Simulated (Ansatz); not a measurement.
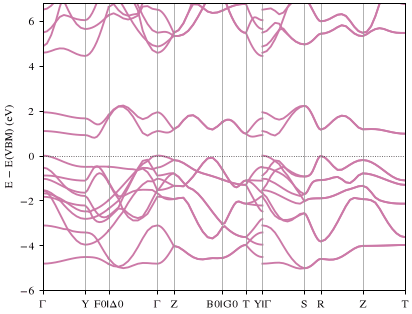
Band structure from PBEsol in the plane-wave PAW code Ansatz

**Question.** Read off the gap and where the band edges lie.

**Answer.** About 0.8 eV (0.79 eV by a search for the band edges); maximum at Γ, minimum on the Y–F0 line, 39 % of the way from Y.

The material is I (molecular I2 type, Cmce).

The cell was relaxed with PBEsol under the symmetry of its start. A crystal of weakly bound units computed without a dispersion correction: the cell and the soft elastic constants depend strongly on that. Scalar-relativistic: spin–orbit coupling is off unless named, which matters more the heavier the elements.

Potentials: the later of the program's two PAW sets.
